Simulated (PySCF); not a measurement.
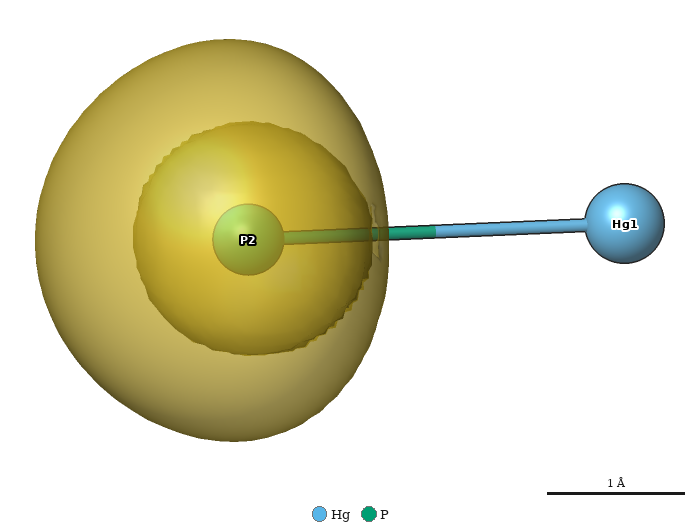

Figure. HgP (quartet). Isosurface of the ELF at 0.8 (yellow), seen from one side. Core shells and regions of very low density are left out.

Core potentials replace the inner electrons of Hg.

The calculation used PBE0/def2-TZVPP, non-relativistic Hamiltonian with scalar-relativistic core potentials where named, at a bond length of 2.839 Å in PySCF.

```yaml
atoms:
  - { symbol: Hg, position_ang: [0.0000, 0.0000, -0.3775] }
  - { symbol: P, position_ang: [0.0000, 0.0000, 2.4615] }
```

### What do the ELF domains correspond to?

The surface consists of one ring or bowl of non-bonding electrons around P. Along the contacts the grid gives the following. Hg–P (2.84 Å): the ELF peaks at about 0.80 in the valence shell of P, 1.0 Å from its nucleus, and drops to about 0.25 between the two atoms.
